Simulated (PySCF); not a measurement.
C₅H₁₃NSi₂: NMR shielding calculation

C₅H₁₃NSi₂, SMILES C=CN([SiH2][SiH3])C(=C)C, computed with GIAO PBE0/pcSseg-1 NMR shielding, non-relativistic, gas phase (PySCF 2.14.0).

The geometry comes from this level: GFN2-xTB. It belongs to a series of runs on one base structure; here: C-C bond made double. Figures and captions count atoms from 1; the log counts them from 0 in places.

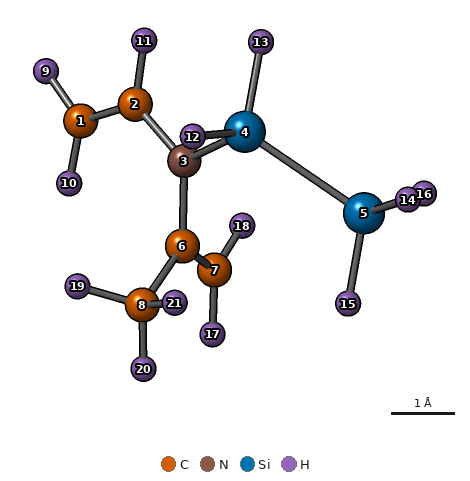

*The structure as given in the input (ball-and-stick view, seen at a tilt; atoms are numbered from 1 in the order of the input).*

Bond lengths as drawn: C–C 1.32 to 1.50 Å, C–H 1.07 to 1.09 Å, C–N 1.38 to 1.42 Å, H–Si 1.47 to 1.48 Å, N–Si 1.74 Å and Si–Si 2.31 Å.

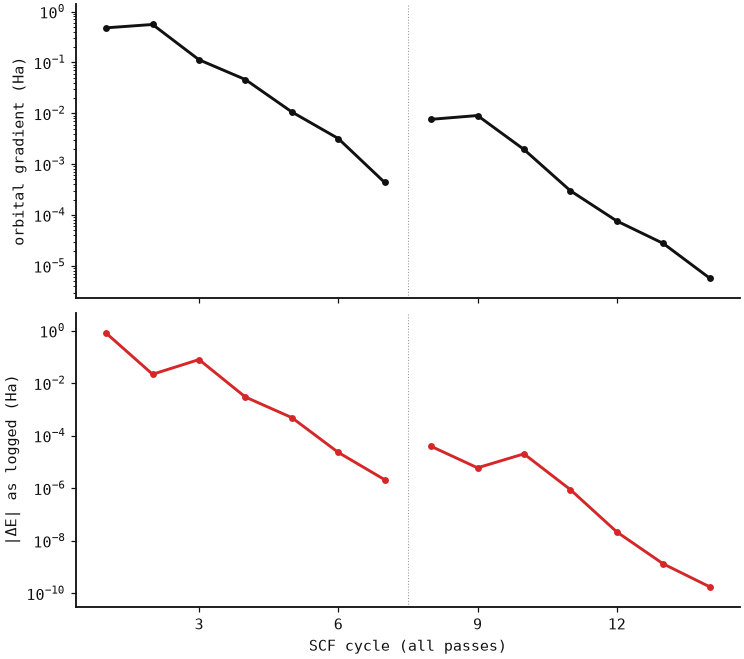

*Convergence of the self-consistent field: orbital gradient and size of the energy change against the SCF cycle. The dotted line marks the change from a coarse to the final integration grid.*

The first 7 cycles use a coarse grid, the final grid takes over at cycle 8, and the field converges after 14 cycles in all.

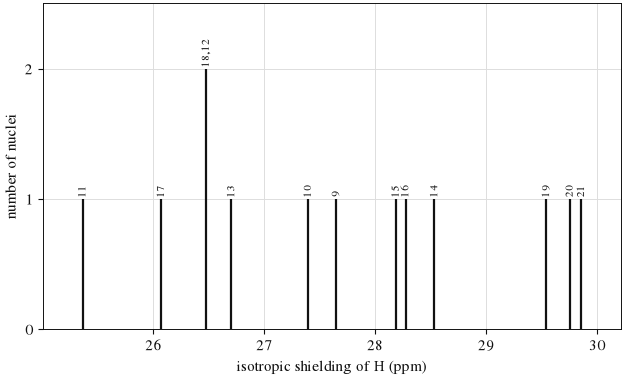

*Isotropic shieldings of the hydrogen nuclei in this fixed geometry, labelled by atom number; shielding grows to the right, so chemical shift grows to the left.*

The least shielded is H11 (25.4 ppm), the most shielded H21 (29.9 ppm).

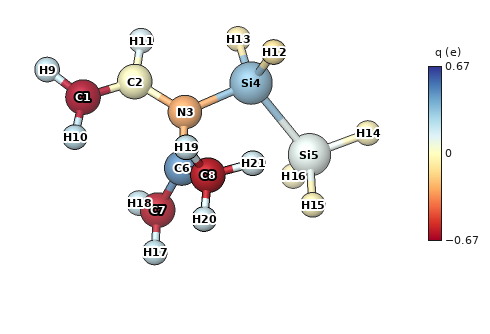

*ESP-fitted charges, as the colour of each atom (ball-and-stick view, seen at a tilt; atoms are numbered from 1 in the order of the input).*

By element: C −0.64 to +0.46, N −0.28, Si +0.11 to +0.37 and H −0.10 to +0.23 e.

The input that produced these results follows, with the program's output.

### The input
```
{"job": {"kind": "nmr", "xc": "PBE0", "basis": "pcSseg-1"}, "charge": 0, "multiplicity": 1}
C     -1.737427     2.330991     0.193010
C     -0.524007     1.910782     0.526346
N      0.002944     0.646384     0.341742
Si     1.548030     0.178904     0.995510
Si     2.536436    -1.338471    -0.431769
C     -0.772885    -0.306110    -0.367006
C     -1.009478    -0.171389    -1.662988
C     -1.284357    -1.449886     0.454942
H     -2.033686     3.344196     0.390571
H     -2.462399     1.694630    -0.282680
H      0.167949     2.581222     1.016583
H      1.358656    -0.311468     2.378309
H      2.284858     1.443150     1.127321
H      3.720254    -1.912167     0.214745
H      1.677285    -2.469350    -0.796898
H      2.994895    -0.748550    -1.692232
H     -1.608798    -0.882052    -2.203698
H     -0.632485     0.670808    -2.216803
H     -1.915124    -1.067991     1.257501
H     -1.863896    -2.137023    -0.155407
H     -0.455683    -1.989667     0.912432
```

The first line tells a small driver script what to run in PySCF; the rest is the geometry in Å.

Command:
```bash
OMP_NUM_THREADS=1 python <driver script> task.json out
```

### What the program printed
```
coarse grid: 17800 points
cycle   1  E = -831.3370233022  dE =  7.990e-01  |g| = 4.782e-01  |ddm| = 4.105e+00
cycle   2  E = -831.3152777384  dE =  2.175e-02  |g| = 5.565e-01  |ddm| = 9.920e-01
cycle   3  E = -831.3942070574  dE = -7.893e-02  |g| = 1.127e-01  |ddm| = 6.098e-01
cycle   4  E = -831.3971529277  dE = -2.946e-03  |g| = 4.599e-02  |ddm| = 1.535e-01
cycle   5  E = -831.3976377854  dE = -4.849e-04  |g| = 1.062e-02  |ddm| = 4.736e-02
cycle   6  E = -831.3976607769  dE = -2.299e-05  |g| = 3.192e-03  |ddm| = 1.085e-02
cycle   7  E = -831.3976628732  dE = -2.096e-06  |g| = 4.364e-04  |ddm| = 2.566e-03
final grid: 160720 points
cycle   8  E = -831.4426339964  dE = -3.911e-05  |g| = 7.608e-03  |ddm| = 3.558e-02
cycle   9  E = -831.4426280487  dE =  5.948e-06  |g| = 9.033e-03  |ddm| = 1.706e-02
cycle  10  E = -831.4426482494  dE = -2.020e-05  |g| = 1.947e-03  |ddm| = 1.028e-02
cycle  11  E = -831.4426491298  dE = -8.804e-07  |g| = 3.003e-04  |ddm| = 1.909e-03
cycle  12  E = -831.4426491513  dE = -2.157e-08  |g| = 7.638e-05  |ddm| = 3.868e-04
cycle  13  E = -831.4426491526  dE = -1.311e-09  |g| = 2.768e-05  |ddm| = 9.826e-05
cycle  14  E = -831.4426491528  dE = -1.755e-10  |g| = 5.765e-06  |ddm| = 2.574e-05
converged SCF energy = -831.4426491528

GIAO shielding tensors (ppm)
atom      isotropic    diamagn.    paramagn.     s11        s22        s33       span
  0 C       98.182     255.874    -157.692      2.225    117.527    174.796    172.571
  1 C       39.018     250.880    -211.861    -73.436     65.272    125.220    198.656
  2 N      168.929     336.004    -167.075    120.307    174.093    212.388     92.081
  3 Si     390.437     883.195    -492.758    330.183    372.136    468.993    138.810
  4 Si     469.416     881.199    -411.782    456.944    471.283    480.022     23.079
  5 C       31.561     259.581    -228.020    -93.299     59.760    128.223    221.521
  6 C       63.424     254.889    -191.465    -53.787     91.285    152.774    206.561
  7 C      161.154     247.590     -86.436    146.975    151.582    184.904     37.930
  8 H       27.645      28.689      -1.044     25.608     26.024     31.303      5.695
  9 H       27.393      33.147      -5.754     24.147     26.056     31.976      7.829
 10 H       25.361      31.528      -6.167     22.128     24.557     29.397      7.269
 11 H       26.485      30.668      -4.183     22.682     24.769     32.004      9.322
 12 H       26.703      31.193      -4.490     23.669     25.651     30.789      7.120
 13 H       28.534      28.888      -0.355     25.373     25.596     34.632      9.259
 14 H       28.186      30.236      -2.050     24.129     27.956     32.472      8.343
 15 H       28.272      29.908      -1.636     25.016     26.053     33.749      8.733
 16 H       26.069      32.436      -6.366     22.424     25.867     29.917      7.493
 17 H       26.462      33.744      -7.282     21.706     25.992     31.687      9.981
 18 H       29.541      30.235      -0.693     25.794     27.923     34.907      9.114
 19 H       29.754      30.673      -0.919     26.152     27.817     35.293      9.141
 20 H       29.857      31.527      -1.670     25.584     30.389     33.597      8.013
```

### Key numbers

```tsv
quantity	value
outcome	converged
total energy	−831.442649 hartree
HOMO	−5.82 eV
LUMO	−0.19 eV
dipole moment	0.86 D
isotropic shielding, C	31.6 to 161.2 ppm
isotropic shielding, N	168.9 ppm
isotropic shielding, Si	390.4 to 469.4 ppm
isotropic shielding, H	25.4 to 29.9 ppm
hardware	1 CPU thread, shared host
wall time	52 s
peak memory	1 GiB
```
